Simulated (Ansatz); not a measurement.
# Quasiparticle gap of K3SI (antiperovskite) (Pm-3m), part 2 of 2

Wanted: the gap of K3SI (antiperovskite) (Pm-3m) with a many-body correction, and the time that it takes.

Ansatz 0.2.0; PBE, then G0W0 on it, plane waves, PAW. Known limits of the many-body steps: finite bands, screening cutoff and k mesh; no spin-orbit coupling in G0W0; screening cutoff under 40 eV in some runs.

So far. Step 3 (Bands along the symmetry lines): Over mesh and path the gap is 1.731 eV, direct, at k = Γ. The relaxed cell has a = 6.034 Å (conventional setting).

The structure was built from a prototype and need not be the compound's stable phase.

In doubt: masses and optical values from hybrid runs of this build are listed as unsure (in some of the runs), which bears on the screening that GW takes from such a start.

**4. G0W0 on the 2×2×2 mesh**

G0W0 replaces the xc potential by a self-energy built once from the orbitals of the start. Levels are corrected in the window of bands that the input names, at points of the mesh.

This step: G0W0 on PBE, plane waves, PAW.

input.yaml reads:

```yaml
crystal:
  lattice:
    - [6.0335581096, 0.0, 0.0]
    - [0.0, 6.0335581096, 0.0]
    - [0.0, 0.0, 6.0335581096]
  atoms:
    - { symbol: I, position: [0.0, 0.0, 0.0] }
    - { symbol: S, position: [0.5, 0.5, 0.5] }
    - { symbol: K, position: [0.5, 0.5, 0.0] }
    - { symbol: K, position: [0.5, 0.0, 0.5] }
    - { symbol: K, position: [0.0, 0.5, 0.5] }
kpoints:
  mp_grid: { grid: [2, 2, 2] }
hamiltonian:
  xc: pbe
scf:
  occupations: { method: fixed }
gw:
  n_empty_bands: 655
  ecut_chi: 120.0
  qp_bands: [v2, c2]
  qp_kpoints: band_edges
  screening: { model: contour_deformation }
```

Started as:

```console
$ ansatz run input.yaml --threads 4 --pin off --max-ram 17510MiB --backend cpu --events-out ev --progress --plain --runs-dir out
```

Numbers of over 12 decimals in the logs are rounded to 6 here.

The log of the run:

```text
[...]
Crystal: 5 atoms, lattice volume = 219.645 Å³
Basis set: ecut = 420 eV, 4337 PW (Γ)
Bands: 30, of which v1, the nominal top of the filled ones, is band 25 counted from 1 (24 counted from 0)
Symmetry: 48 space group operations
[...]
k-points: 4 of 8
[...]
SCF iter   1: F=—  HF=-13034.165682 eV  |F-HF|=—  |Δ(HF+E_count)|=         —  Δρ=1.17e-3  dr2=6.38e-3  ethr=1.77e-3  ⟨swp⟩=5.8  Hψ=457  notcnv=0  defer=9
[...]
SCF iter   6: F=-13034.164464 eV  HF=-13034.164464 eV  |F-HF|=1.44e-8  |Δ(HF+E_count)|=   5.70e-7  Δρ=1.65e-6  dr2=6.74e-9  ethr=2.00e-10  ⟨swp⟩=10.8  Hψ=602  notcnv=0
SCF 1 converged in 6 iterations: F = -13034.164464 eV  dr2 = 6.74e-9
[...]
G₀W₀ screening: q 1/4
[... further progress lines ...]
SCF converged after 6 iterations
Free energy (F): -13034.164464 eV
[...]
Internal energy: -13034.164464 eV  (E = F + TS)
E sigma→0 (E₀):  -13034.164464 eV
Fermi energy:    2.424135 eV
[...]
--- Band table (eV) ---
  k-point 0: bands = [... 21 lower, 0.5919, 2.4241, 2.4241, 2.4241, 4.1272, 5.8899, 5.8899, 6.9951, ... 1 higher]
  k-point 1: bands = [... 21 lower, 0.5933, 1.7146, 2.3230, 2.3230, 5.4647, 6.2292, 6.5628, 7.5316, ... 1 higher]
  k-point 2: bands = [... 21 lower, 0.5885, 1.8081, 1.8081, 2.2759, 6.0364, 6.1848, 7.2579, 7.2579, ... 1 higher]
  k-point 3: bands = [... 21 lower, 0.4494, 1.6324, 1.6324, 1.6324, 6.6581, 6.6581, 6.6581, 7.1435, ... 1 higher]
--- G₀W₀: contour deformation, 7 samples at zero and on the imaginary axis and 1 off it, 8 q-points, 655 empty bands' worth ---
  eigenvalues of the whole cell's RPA ε∞ on this k-mesh (on a slab, of 1 + 4πα/V) = 3.1222, 3.1222, 3.1222; static W/v taken at q = 0 is 0.320284
  bands read: the sum over 680 bands ends inside a degenerate multiplet in 2 slots, whose members it reads at an even weight; the widest, k=0: bands 680 to 682 (counted from 1) at 1/3 each
  gw.qp_kpoints: band_edges: 4 of 4 stored k-points solved, in 1 pass; an edge of the gap read off the rows below is read off those points alone
  `?` marks the rows in doubt; gw_qp.tsv's column doubts and the gw_qp event give each row's grounds
    ik  band        ε_KS         Σx   Σc(E_QP)       V_xc       Z   E_QP_lin       E_QP  E_QP is
     0    24      2.4241   -17.4635     2.2734   -14.0385  0.7187     1.1703     1.2725  root ?
     0    25      2.4241   -17.4635     2.2734   -14.0385  0.7187     1.1703     1.2725  root ?
     0    26      4.1272    -3.2877    -2.9780    -6.5838  0.7974     4.4491     4.4452  root
     0    27      5.8899    -2.4974    -3.0460    -5.9896  0.7942     6.3447     6.3360  root
     1    24      2.3230   -17.1699     2.2867   -13.7283  0.7179     1.0636     1.1682  root ?
     1    25      2.3230   -17.1699     2.2867   -13.7283  0.7179     1.0636     1.1682  root ?
     1    26      5.4647    -3.8870    -3.0403    -7.3304  0.7833     5.8746     5.8678  root
     1    27      6.2292    -4.8250    -3.2838    -8.5725  0.7785     6.7028     6.6929  root
     2    24      1.8081   -16.6148     2.3083   -13.1678  0.7111     0.5605     0.6694  root ?
     2    25      2.2759   -17.0750     2.2858   -13.6358  0.7175     1.0177     1.1225  root ?
     2    26      6.0364    -3.2582    -3.0446    -6.6476  0.7884     6.3862     6.3812  root
     2    27      6.1848    -3.1959    -3.1570    -6.7745  0.7894     6.6140     6.6063  root
     3    24      1.6324   -16.0188     2.3560   -12.5185  0.7076     0.3751     0.4881  root ?
     3    25      1.6324   -16.0188     2.3560   -12.5185  0.7076     0.3751     0.4881  root ?
     3    26      6.6581    -3.9092    -3.2558    -7.7658  0.7793     7.2762     7.2589  root
     3    27      6.6581    -3.9092    -3.2558    -7.7658  0.7793     7.2762     7.2589  root
```

Wall time 59 s (4 threads of Arm Neoverse V2, shared host); peak memory 3.4 GiB; 3.8 min of CPU time.

This step gave:

| Property | Result |
| --- | --- |
| bands summed | 680 |
| RPA ε∞ on this mesh (eigenvalues) | 3.122, 3.122, 3.122 |
| plane waves in the screening matrix | 691 |
| q-points in the mesh | 8 |
| G0W0 gap over the corrected points | 3.173 eV |
| k of the valence top | 0, 0, 0 |
| k of the conduction bottom | 0, 0, 0 |
| starting gap on the mesh | 1.703 eV |
| Z at the valence top | 0.7187 |
| Z at the conduction bottom | 0.7974 |
| least direct G0W0 gap over the corrected points | 3.173 eV |

Over all 4 irreducible mesh points the G0W0 gap is 3.173 eV, direct, at k = Γ. The PBE gap of this run on the mesh is 1.703 eV. The two states that bound the G0W0 gap lie that far apart at the start, so the correction of the gap is 3.173 − 1.703 = +1.470 eV. The start of this run differs from the step before in mesh (4×4×4 and 2×2×2). The program marks 8 of the 16 corrected levels as in doubt (energies apart, Σc rises), among them the valence top.

Labels follow the order of the start: v1 is the top filled band, c1 the lowest empty one; levels that stay degenerate share a row, the window can cut a multiplet, doubted levels are not marked in this list, bands outside the window were not corrected, and the list may be a part of the corrected levels. Levels before and after the correction, in eV, zero at the valence-band top of each column:

|  | conduction bottom | valence top |
| --- | --- | --- |
| Kohn-Sham | 1.70 | 0.00 |
| G0W0 | 3.17 | 0.00 |

```
             level  occupation  energy (eV)
Kohn-Sham  Γ v2-v1           2        0.000
Kohn-Sham     Γ c1           0        1.703
Kohn-Sham     Γ c2           0        3.466
     G0W0  Γ v2-v1           2        0.000
     G0W0     Γ c1           0        3.173
     G0W0     Γ c2           0        5.063
```

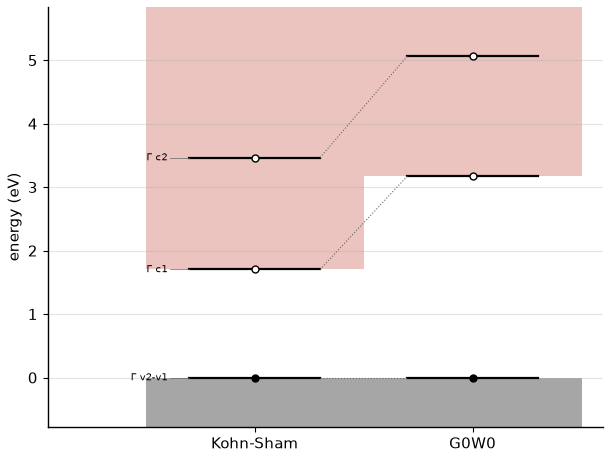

Levels before and after the correction. Shaded: valence and conduction bands. Filled marks are occupied levels, open marks empty ones.

The parts of the quasiparticle energy for the two states that bound the G0W0 gap, in eV on the run's own scale (QP = start + Σx + Σc − Vxc, with Σc at the quasiparticle energy):

```csv
edge,k,band,start,Σx,Σc,Vxc,Z,QP
valence top,Γ,24,2.424,−17.463,2.273,−14.039,0.719,1.272
conduction bottom,Γ,26,4.127,−3.288,−2.978,−6.584,0.797,4.445
```

**5. Spin-orbit coupling**

This run has two-component orbitals with spin-orbit coupling.

This step: DFT, PBE with spin-orbit coupling, plane waves, PAW.

input.yaml, the sections that differ from step 4:

```yaml
kpoints:
  mp_grid: { grid: [4, 4, 4] }
  band_path:
    path: [[0.0, 0.0, 0.0], [0.0, 0.5, 0.0], [0.5, 0.5, 0.0], [0.5, 0.5, 0.5]]
    npoints: 1
scf:
  occupations: { method: fixed }
  n_extra_bands: 10
magnetization:
  noncollinear: true
  spin_orbit: true
output:
  eigenvalues: true
  forces: true
  stress: true
# crystal, hamiltonian: as in step 4
# gw: removed
```

The log of the run:

```text
[...]
non-collinear run that drives no moment, with spin-orbit: no starting moment large enough to seed its density (crystal.atoms[].spin), no starting occupations that ask for one, no magnetisation constraint and no magnetic field, so the semilocal B_xc is pinned to zero
Crystal: 5 atoms, lattice volume = 219.645 Å³
Basis set: ecut = 420 eV, 4337 PW (Γ), exchange–correlation on 90×90×90 points (8 copies of the dense FFT grid, shifted against one another)
Bands: 60, of which v1, the nominal top of the filled ones, is band 50 counted from 1 (49 counted from 0)
Symmetry: 48 space group operations + 48 with time reversal
[...]
k-points: 10 of 64
Projection manifold: j_resolved (fully-relativistic pseudo-atomic orbitals)
[...]
SCF iter   1: F=—  HF=-13043.099894 eV  |F-HF|=—  |Δ(HF+E_count)|=         —  Δρ=4.85e-2  dr2=1.81e1  dr2_m=0.00e0 (ungated)  ethr=3.10e-3  |M|=0.00e0 ∫|m|=0.00e0 μB  |m|>n=0.0e0 m-floor=0.0e0 τ_xc=0.0e0  β_m=0.30  ⟨swp⟩=10.3  Hψ=1349  notcnv=0  defer=54
[...]
spin=Noncollinear: Resta preconditioning applied to the charge; magnetization (m_x, m_y, m_z) channels mix plain (no charge-response kernel on spin).
SCF iter   2: F=—  HF=-13039.356187 eV  |F-HF|=—  |Δ(HF+E_count)|=    3.74e0  Δρ=2.65e-2  dr2=5.60e0  dr2_m=0.00e0 (ungated)  ethr=3.10e-3  |M|=0.00e0 ∫|m|=0.00e0 μB  |m|>n=0.0e0 m-floor=0.0e0 τ_xc=0.0e0  β_m=0.47  ⟨swp⟩=5.6  Hψ=758  notcnv=0  defer=54
[...]
SCF iter  10: F=-13037.352221 eV  HF=-13037.352221 eV  |F-HF|=4.09e-8  |Δ(HF+E_count)|=   8.66e-7  Δρ=3.36e-6  dr2=4.66e-8  dr2_m=0.00e0 (ungated)  ethr=2.00e-10  |M|=0.00e0 ∫|m|=0.00e0 μB  |m|>n=0.0e0 m-floor=0.0e0 τ_xc=0.0e0  ⟨swp⟩=22.2  Hψ=2564  notcnv=0
SCF 1 converged in 10 iterations: F = -13037.352221 eV  dr2 = 4.66e-8
[...]
SCF converged after 10 iterations
Magnetization: |M| = 0.0000 μB,  M = (+0.0000, +0.0000, +0.0000) μB
Absolute magnetization: 0.0000 μB (∫|m|)
  site 0: m = (+0.0000, +0.0000, +0.0000) μB, |m| = 0.0000 μB  (R = 1.76 Å)
  site 1: m = (+0.0000, +0.0000, +0.0000) μB, |m| = 0.0000 μB  (R = 1.24 Å)
  site 2: m = (+0.0000, +0.0000, +0.0000) μB, |m| = 0.0000 μB  (R = 1.24 Å)
  site 3: m = (+0.0000, +0.0000, +0.0000) μB, |m| = 0.0000 μB  (R = 1.24 Å)
  site 4: m = (+0.0000, +0.0000, +0.0000) μB, |m| = 0.0000 μB  (R = 1.24 Å)
Free energy (F): -13037.352221 eV
[...]
Internal energy: -13037.352221 eV  (E = F + TS)
E sigma→0 (E₀):  -13037.352221 eV
Fermi energy:    2.418737 eV
[...]
--- Stress (GPa, compression-positive) ---
        0.009908       0.000000       0.000000
        0.000000       0.009908       0.000000
        0.000000       0.000000       0.009908
  P = ⅓ Tr σ = 0.0099 GPa (0.099 kbar)
--- Band table (eV; the first three rows and the last of 10) ---
  k-point 0: bands = [... 46 lower, 2.4187, 2.4187, 2.4187, 2.4187, 4.1194, 4.1194, 5.8804, 5.8804, ... 6 higher]
  k-point 1: bands = [... 46 lower, 2.3194, 2.3194, 2.3625, 2.3625, 4.6895, 4.6895, 6.1502, 6.1502, ... 6 higher]
  k-point 2: bands = [... 46 lower, 2.2719, 2.2719, 2.3083, 2.3083, 5.4534, 5.4534, 6.2145, 6.2145, ... 6 higher]
  k-point 9: bands = [... 46 lower, 1.6204, 1.6204, 1.6204, 1.6204, 6.6453, 6.6453, 6.6528, 6.6528, ... 6 higher]
```

Run time: 11 s. Hardware: 4 threads; peak memory 1.1 GiB.

This step gave:

| Property | Result |
| --- | --- |
| pressure | 0.009908 GPa |
| gap | 1.701 eV |
| valence top at | Γ |
| conduction bottom at | Γ |
| least direct gap | 1.701 eV |

Over mesh and listed points the gap is 1.701 eV, direct, at k = Γ. PBE+SOC against PBE: 1.701 − 1.731 = −0.030 eV, with the same mesh, set of files (read in its fully relativistic form for the spin-orbit run) and cutoff, and both edges at the same k points. The spin-orbit run sees mesh and listed points alone, so its gap is an upper bound: the coupling can move an edge off these points, and the change over the zone, its sign included where it is small, is not known.

**6. The runs together**

Each gap is the least one over the points named; times are wall times on shared hosts, not benchmarks. A G0W0 time includes the run's own self-consistent start. Runs with listed points see these and the mesh alone, so an edge that moves elsewhere is missed. Rows marked * are further runs, not shown as steps, whose inputs differ from the G0W0 step on the same start in the columns given; solver thresholds can differ too. Rows marked ? have an edge level that the program doubts.

```csv
level,mesh,"files, cutoff","bands summed, screening",points,gap (eV),valence top,conduction bottom,least direct gap (eV),time
PBE,4×4×4,"soft_2 PAW, 420 eV",-,mesh and path,1.731,Γ,Γ,1.731,3.2 s
PBE+SOC,4×4×4,"soft_2 PAW, 420 eV",-,mesh and listed points,1.701,Γ,Γ,1.701,11 s
G0W0@PBE*,2×2×2,"soft_2 PAW, 420 eV","132, 36 eV",all 4 irreducible mesh points,2.871,Γ,Γ,2.871,3.8 s
G0W0@PBE*,2×2×2,"soft_2 PAW, 420 eV","329, 72 eV",all 4 irreducible mesh points,3.055,Γ,Γ,3.055,13 s
G0W0@PBE?,2×2×2,"soft_2 PAW, 420 eV","680, 120 eV",all 4 irreducible mesh points,3.173,Γ,Γ,3.173,59 s
G0W0@PBE*,2×2×2,"soft_2 PAW, 420 eV","680, 120 eV, plasmon pole",all 4 irreducible mesh points,3.290,Γ,Γ,3.290,71 s
```

**7. Results**

- PBE gap over mesh and path: 1.731 eV, direct, at k = Γ
- G0W0@PBE gap over all 4 irreducible mesh points: 3.173 eV, direct, at k = Γ
- PBE+SOC gap over mesh and listed points: 1.701 eV
- GW settings: 2×2×2 mesh, 655 empty bands, screening to 120 eV
- known limits: finite bands, screening cutoff and k mesh; no spin-orbit coupling in G0W0; screening cutoff under 40 eV in some runs

**Reading.** Over all 4 irreducible mesh points the G0W0 gap is 3.173 eV, direct, at k = Γ. The PBE gap of this run on the mesh is 1.703 eV. The two states that bound the G0W0 gap lie that far apart at the start, so the correction of the gap is 3.173 − 1.703 = +1.470 eV. The valence state moves by 1.272 − 2.424 = −1.152 eV and the conduction state by 4.445 − 4.127 = +0.318 eV, on the run's own scale; with 132 bands the edge states move by −0.738 and +0.431 eV, so the split between the edges depends on the bands and cutoff. Both edges that PBE shows over mesh and path lie at k points where levels were corrected. Levels at other points were not corrected, so a lower G0W0 gap elsewhere in the zone is not ruled out. From 132 bands and 36 eV to 680 bands and 120 eV the gap moves by 3.173 − 2.871 = +0.302 eV (rung by rung 2.871, 3.055, 3.173 eV); bands and screening cutoff rise together, so their parts are not told apart. An edge row is in doubt in the run with 680 bands, so no limit is drawn and it is not known. With the plasmon pole model in place of the contour deformation model and all else as in the G0W0@PBE row with 680 bands, the gap differs by 3.290 − 3.173 = +0.117 eV. The program doubts an edge level of G0W0@PBE with 680 bands (2×2×2, soft_2 PAW). G0W0 on other starts in this series, not shown as steps and not all at these settings: 3.879 eV on HSE06 (2×2×2, soft_2 PAW, 680 bands, 120 eV) and 4.163 eV on PBE0 (2×2×2, soft_2 PAW, 680 bands, 120 eV). PBE+SOC against PBE: 1.701 − 1.731 = −0.030 eV, with the same mesh, set of files (read in its fully relativistic form for the spin-orbit run) and cutoff, and both edges at the same k points. The spin-orbit run sees mesh and listed points alone, so its gap is an upper bound: the coupling can move an edge off these points, and the change over the zone, its sign included where it is small, is not known. What spin-orbit coupling does to the G0W0 levels was not computed, so no sum with the G0W0 gap is formed. For the G0W0 step: the program marks 8 of the 16 corrected levels as in doubt (energies apart, Σc rises), among them the valence top. The G0W0 runs are scalar-relativistic. No pair of G0W0 runs that differ in the mesh alone is shown (2×2×2 is a supercell whose nearest images lie 12 Å apart), so the error from the mesh is not known here. G0W0@PBE runs of this series with other atomic data on the same mesh, not shown as steps, give 3.210 eV (hard PAW, 520 eV, 996 bands, screening to 156 eV); where bands and cutoffs differ too, the part of the files is not isolated. The program doubts an edge level of G0W0@PBE with 996 bands (2×2×2, hard PAW). A screening cutoff under 40 eV is crude: G0W0@PBE with 132 bands at 36 eV.

[Paths, hosts, dates, memory and timing lines, banners, echoed tables and standing remarks are left out of the program output.]

[Logs are printed without paths, hosts, clocks, repeated set-up lines and the standing remarks that a program may print on its own settings, such as how far it seeks lower states.]

[Runs of the session that timed out or met a known fault of the program may be left out.]

[Cells called generated may have been cut or substituted from an entry of the Crystallography Open Database or the Materials Project.]

[Hosts, paths, dates, database ids (printed as entryN), source tags and the programs' standing remarks are cut or masked in the printed files.]

[Where an RPA ε∞ is given, it is that of the G0W0 mesh and is not shown converged in it. Names of k-points follow the symmetry that the program found, which can be lower than the space group named. Band edges on a path are those of the sampled points; other points can move an edge, and change direct to indirect where valleys lie close.]

[Hybrid gaps are those of their k-mesh and are not shown converged in it.]
